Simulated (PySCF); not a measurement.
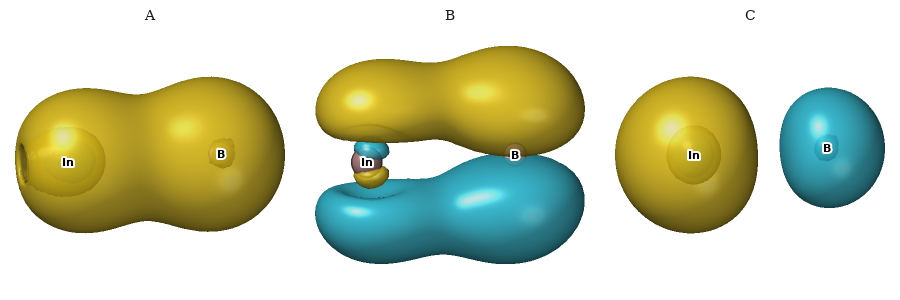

The picture shows: InB (charge +1, doublet). Three frontier β-spin orbitals, each drawn at the value that holds 80 % of its norm (yellow and cyan are the two phases), in no order; of a degenerate pair one member is drawn.

Core potentials replace the inner electrons of In.

Level of theory: PBE0/def2-SVP, non-relativistic Hamiltonian with scalar-relativistic core potentials where named, at a bond length of 2.990 Å in PySCF.

Q: Label each orbital by symmetry, say whether it is occupied, and order them by energy.

A: Orbital A: σ, occupied in this spin, −16.15 eV; shared between the atoms (In 35 %, B 65 %).
Orbital C: σ, occupied in this spin, −14.14 eV; shared between the atoms (In 65 %, B 35 %).
Orbital B: π, empty in this spin, −7.87 eV; mainly on B (70 %).
